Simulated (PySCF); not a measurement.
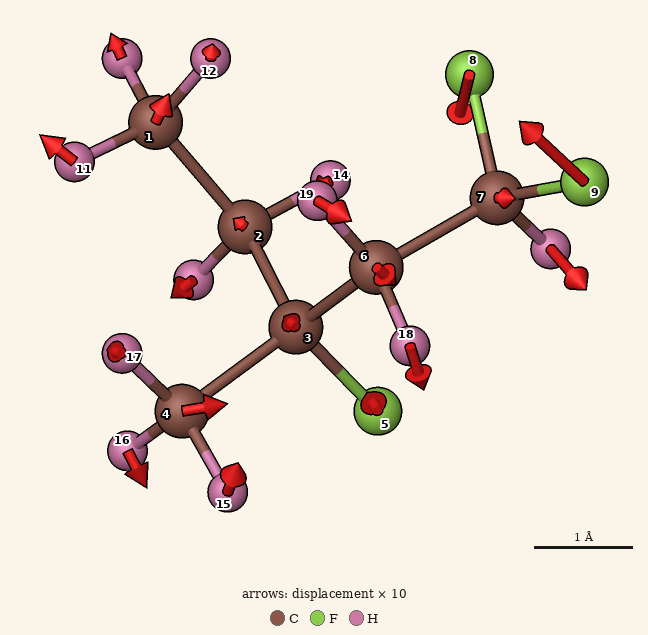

A relaxation of C$_{6}$H$_{11}$F$_{3}$. The starting structure is drawn; red arrows show the displacements, magnified 10 times. The two geometries are superimposed by the best rigid fit.

A ball-and-stick model, seen at a tilt.

The start comes from GFN2-xTB. Its atoms were then displaced at random by about 0.01 Å.

Method: PBE0-D3(BJ)/def2-SVP geometry optimisation, gas phase in PySCF 2.14.0, density-fitted response routines. 

Question: Which element moves most?

Answer: Fluorine: up to 0.11 Å, against 0.08 Å for hydrogen.

Question: Describe the change and its energy.

Answer: The largest move after the best rigid fit is that of an F atom, 0.11 Å. By element the largest moves are F 0.11 Å, H 0.08 Å, C 0.05 Å. Near-neighbour distances that change, for instance: C–H 1.063 → 1.101 Å, C–C 1.551 → 1.517 Å, C–H 1.088 → 1.101 Å, C–F 1.361 → 1.353 Å. Bond angles that change, for instance: C–C–H 106.3° → 110.0°, H–C–H 112.0° → 108.6°, H–C–H 110.1° → 107.2°. Over 7 geometry steps the energy falls by 0.183 eV. The run took 72 s on 1 thread of AMD EPYC 9R45 96-Core Processor (shared host).
